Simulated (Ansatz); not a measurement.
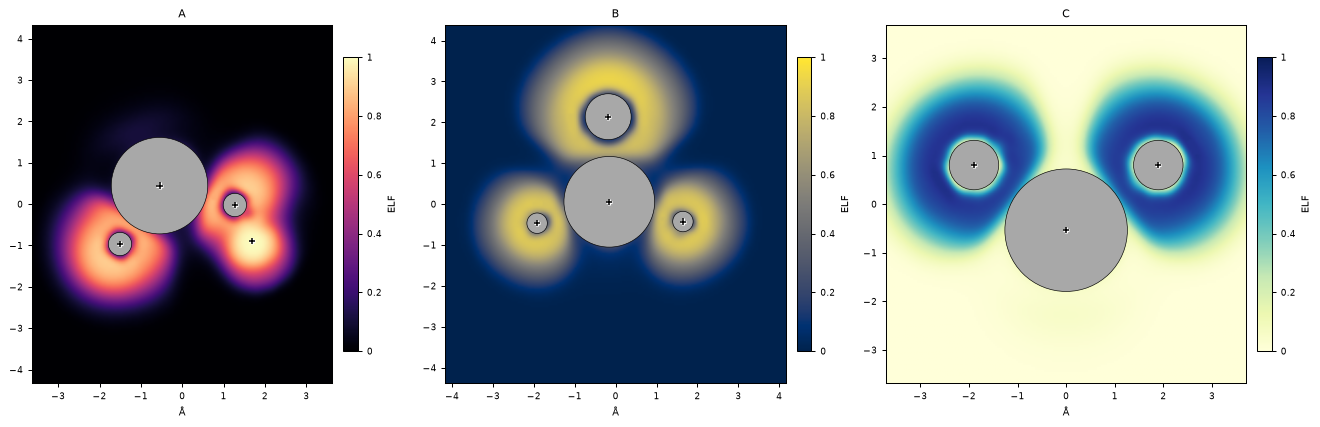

The electron localisation function of 3 systems, each on a plane through atoms (crosses mark nuclei in the plane; grey discs cover the cores).

Level of theory: Ansatz, isolated molecule in a Gaussian basis; Kohn-Sham density functional theory, functional PBE0.

System 1: Cl4Zr (SMILES [Cl][Zr]([Cl])([Cl])[Cl]), the plane of atoms Cl1, Zr5 and Cl2. Geometry: PBE0-D4/def2-SVP; core potentials replace the inner electrons of Zr.

```csv
atom,x (Å),y (Å),z (Å)
Cl,-0.1102,-0.2313,2.3072
Cl,1.5490,-1.5027,-0.8553
Cl,-2.0866,-0.4311,-0.9214
Cl,0.6478,2.1652,-0.5305
Zr,0.0000,0.0000,0.0000
```

System 2: CH3F3MoOS (SMILES C[O][Mo]([F])([F])([F])=[S]), the plane of atoms F4, Mo5 and S7. Geometry: PBE0-D4/def2-SVP; core potentials replace the inner electrons of Mo.

```tsv
atom	x (Å)	y (Å)	z (Å)
C	0.2143	-1.7318	0.0778
F	-0.6245	1.4360	-1.9198
F	-1.4434	2.5204	0.1962
F	-0.5196	0.7210	1.5739
Mo	-0.1134	1.2929	-0.1534
O	0.3982	-0.4379	-0.4059
S	1.6637	2.3620	0.0092
H	1.1799	-2.2604	0.0636
H	-0.5080	-2.2750	-0.5522
H	-0.1640	-1.6783	1.1135
```

System 3: H2O4W (SMILES [O]=[W](=[O])([OH])[OH]), the plane of atoms O1, W5 and O4. Geometry: PBE0-D4/def2-SVP; core potentials replace the inner electrons of W.

```yaml
atoms:
  - { symbol: O, position_ang: [2.3652, 2.4214, 0.4977] }
  - { symbol: O, position_ang: [2.7273, -0.3017, 0.4288] }
  - { symbol: O, position_ang: [3.2161, 1.2235, -2.0292] }
  - { symbol: O, position_ang: [0.3549, 0.7911, -0.8837] }
  - { symbol: W, position_ang: [2.1749, 1.0342, -0.4736] }
  - { symbol: H, position_ang: [3.9539, 0.6896, -2.3418] }
  - { symbol: H, position_ang: [-0.4066, 1.3237, -0.6315] }
```

**Which map belongs to which system?**

Panel A is system 3, H2O4W: the plane holds O, W and H. W–O (1.70 Å): the ELF peaks at about 0.80 in the valence shell of O, 0.5 Å from its nucleus, and drops to about 0.40 between the two atoms. Panel B is system 2, CH3F3MoOS: the plane holds F, Mo and S. Mo–F (1.84 Å): the ELF peaks at about 0.85 in the valence shell of F, 0.5 Å from its nucleus, and drops to about 0.25 between the two atoms. Panel C is system 1, Cl4Zr: the plane holds Cl and Zr. Zr–Cl (2.32 Å): the ELF peaks at about 0.85 in the valence shell of Cl, 0.8 Å from its nucleus, and is about 0.40 at the midpoint.
